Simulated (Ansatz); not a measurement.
System: TiSn₃O₈.

The calculation's input:

```
crystal:
  lattice:
    - [-3.1774333679, 3.3783827794, 3.3837131766]
    - [3.1774333679, -3.3783827794, 3.3837131766]
    - [3.1774333679, 3.3783827794, -3.3837131766]
  atoms:
    - { symbol: Ti, position: [0.0, 0.0, 0.0] }
    - { symbol: Sn, position: [0.0, 0.5, 0.5] }
    - { symbol: Sn, position: [0.5, 0.2488240858, 0.7488240858] }
    - { symbol: Sn, position: [0.5, 0.7511759142, 0.2511759142] }
    - { symbol: O, position: [0.7002703228, 0.0, 0.7002703228] }
    - { symbol: O, position: [0.6960096189, 0.5, 0.1960096189] }
    - { symbol: O, position: [0.1894508034, 0.9516365565, 0.762185753] }
    - { symbol: O, position: [0.1894508034, 0.4272650504, 0.237814247] }
    - { symbol: O, position: [0.2997296772, 0.0, 0.2997296772] }
    - { symbol: O, position: [0.3039903811, 0.5, 0.8039903811] }
    - { symbol: O, position: [0.8105491966, 0.5727349496, 0.762185753] }
    - { symbol: O, position: [0.8105491966, 0.0483634435, 0.237814247] }
basis:
  ecutwfc: 420
kpoints:
  mp_grid: { grid: [6, 6, 6] }
  band_path:
    path:
      - [[0.0, 0.0, 0.0], [0.5, 0.5, -0.5], [0.47044783, 0.52955217, -0.47044783]]
      - [[-0.47044783, 0.47044783, 0.47044783], [0.0, 0.0, 0.0], [0.49921297, -0.49921297, 0.49921297]]
      - [[0.50078703, 0.49921297, -0.49921297], [0.5, 0.5, -0.5]]
      - [[0.0, 0.0, 0.0], [0.0, 0.5, 0.0], [0.25, 0.25, 0.25], [0.5, 0.0, 0.0], [0.0, 0.0, 0.0], [0.0, 0.0, 0.5], [0.25, 0.25, 0.25]]
    npoints: 10
hamiltonian:
  xc: pbe
scf:
  occupations: { method: gaussian, width: 0.02 }
  n_extra_bands: 30
output:
  forces: true
  stress: true
  eigenvalues: true
  populations: true
  dos: { projected: true, de: 0.02, nscf_kmesh: { grid: [9, 9, 9] } }
  bader: false
  write_density: true
  write_potential: true
  elf: true
  volumetric_format: npy
```

Run with:

```sh
ansatz run input.yaml --threads 4 --pin off --max-ram 8192MiB --backend cpu --events-out ev --progress --plain --runs-dir out
```

Below, planes, directions and counts refer to the conventional cell (a = 6.35 Å, b = 6.76 Å, c = 6.77 Å, α = 90.00°, β = 90.00°, γ = 90.00°).

Space group Immm; a structure generated by program, which may or may not match a known phase; computed without spin polarisation.

Method: Ansatz 0.2.0, DFT PBE, scalar-relativistic, plane waves, PAW.

Question: Predict the valence pseudo-density and electron localisation function between the atoms.

Answer: Sn–O (2.05 Å): the density is about 0.67 e/Å³ at the midpoint; the ELF peaks at about 0.80 in the valence shell of O, 0.6 Å from its nucleus, and is about 0.25 at the midpoint; no localised pair shows between them.
Ti–O (2.03 Å): the density is about 0.59 e/Å³ at the midpoint; the ELF peaks at about 0.85 in the valence shell of O, 0.6 Å from its nucleus, and is about 0.20 at the midpoint: no localised pair shows between them.
Sn–O (2.08 Å): the density is about 0.65 e/Å³ at the midpoint; the ELF peaks at about 0.80 in the valence shell of O, 0.6 Å from its nucleus, and is about 0.25 at the midpoint; no shared electron pair shows on this line.

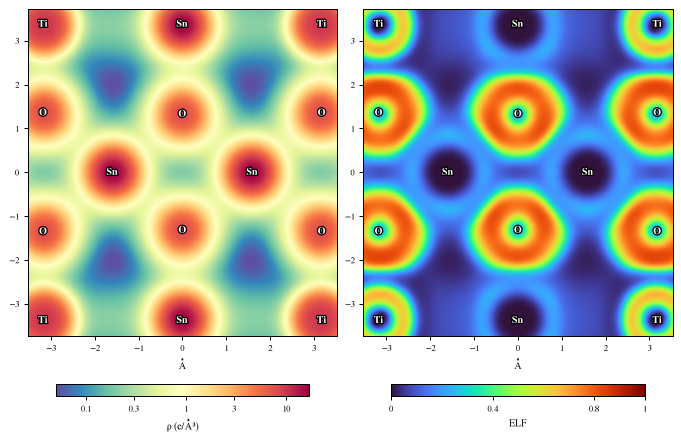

Computed valence pseudo-density and electron localisation function on the (001) plane of the conventional cell, in this order. 

Core electrons are frozen (PAW), and the valence fields are smoothed inside the atomic spheres.
